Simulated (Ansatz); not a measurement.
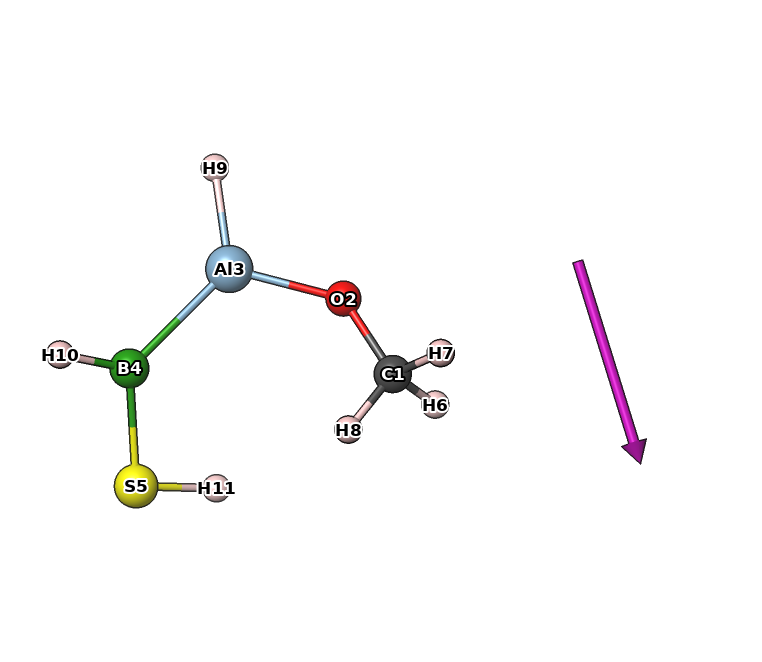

The arrow beside the molecule shows the direction of the dipole moment, from the negative to the positive end (its length means nothing). The geometry was computed by an optimisation with PBE-D4/def2-SVP. No frequency run is at hand to confirm it as a minimum. Method: RKS PBE-D4/def2-SVP (Ansatz 0.2.0).

Question: Estimate the dipole moment.

Answer: 1.55 D; it points from the side of H9 to the side of H11 (the outermost atoms at the two ends).
